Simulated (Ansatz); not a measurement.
# Pressure series in Mo3Os

The parent structure is Mo$_{3}$Os in the A15 (Cr3Si type) structure (space group Pm-3n, No. 223; a = 4.9427 Å).

Cell and atoms are relaxed at each pressure.

All numbers come from PBEsol (Ansatz, an electronic-structure program, PAW, spin-orbit coupling left out).

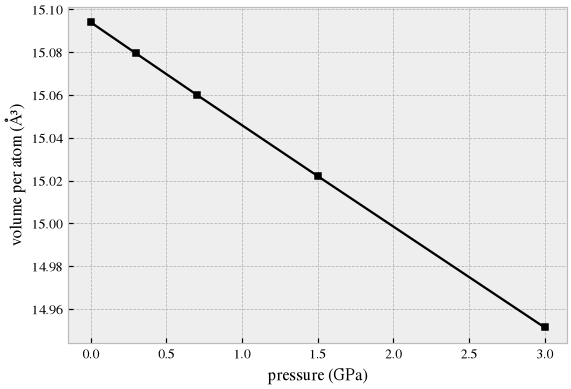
Volume per atom against pressure

```csv
pressure (GPa),volume per atom
0.3,15.08 Å³
0.7,15.06 Å³
1.5,15.02 Å³
3,14.95 Å³
```

Load acts through the strain it causes; cell and atoms are relaxed under it. Stability against distortions was not tested. The final runs are not spin-polarised.
